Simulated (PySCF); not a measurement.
Cl$_{2}$Li, charge +1, SMILES `[Li+].ClCl`.

PySCF calculation, BHandHLYP/def2-SVP, gas phase; geometry: an unrelaxed start of a pair search. Without diffuse functions Rydberg states are missing, so the states' numbers hold for this basis only.

Cartesian coordinates (Å):

```
Li1     -0.0177    1.9410    0.0000
Cl2      1.0097   -0.1680    0.0000
Cl3     -1.0066   -0.1745    0.0000
```

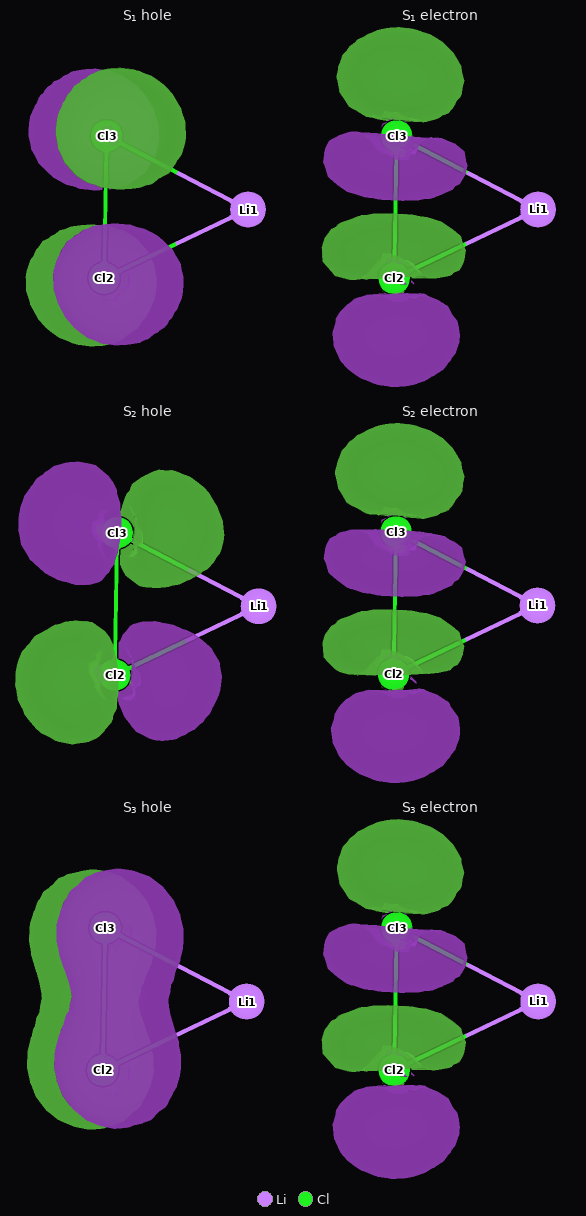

Leading natural transition orbitals (TDA singlet states).

> Describe these excited states.

By state:
- S₁: 3.70 eV (335 nm), f = 0.000 (very weak), ligand-centred; the leading pair carries 100 %; hole on Cl2 and Cl3 (49 % each), electron on Cl2 and Cl3 (49 % each); their centroids lie 0.0 Å apart.
- S₂: 4.23 eV (293 nm), f = 0.000 (very weak), ligand-centred; the leading pair carries 100 %; hole on Cl2 and Cl3 (48 % each), electron on Cl2 and Cl3 (49 % each); their centroids lie 0.0 Å apart.
- S₃: 6.62 eV (187 nm), f = 0.000 (dark), ligand-centred; the leading pair carries 100 %; hole on Cl2 and Cl3 (49 % each), electron on Cl2 and Cl3 (49 % each); their centroids lie 0.0 Å apart.

The PySCF run took 15 s on 1 thread of Arm Neoverse V1 (shared host), peak memory 0.26 GiB.
